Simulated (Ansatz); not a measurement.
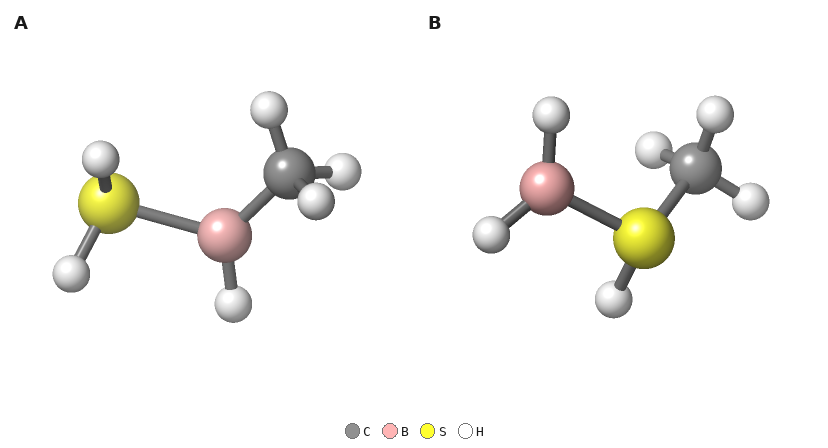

2 stationary structures of one formula. State: charge +1, singlet. Geometries: PBE0-D4/def2-TZVP. Electronic energies: RHF-CCSD(T) (frozen core)/def2-TZVPP (Ansatz 0.2.0), without zero-point energy. No frequency run is at hand to confirm each as a minimum. Each is one conformer, not always the lowest.

### Rank them by energy, lowest first.

A is lowest; B lies 0.405 eV above it.

Give E(B) − E(A) in eV at these levels too: PBE0-D4/def2-TZVP; PBE-D4/def2-TZVPP; r2SCAN-D4/def2-TZVPP; RHF-CCSD(T) (frozen core)/def2-TZVPP; B3LYP-D4/def2-TZVPP; ωB97M-V/def2-TZVPP; PBE0-D4/def2-TZVPP.

```csv
level,E(B) − E(A) (eV)
PBE0-D4/def2-TZVP,+0.430
PBE-D4/def2-TZVPP,+0.464
r2SCAN-D4/def2-TZVPP,+0.457
RHF-CCSD(T) (frozen core)/def2-TZVPP,+0.405
B3LYP-D4/def2-TZVPP,+0.413
ωB97M-V/def2-TZVPP,+0.435
PBE0-D4/def2-TZVPP,+0.437
```
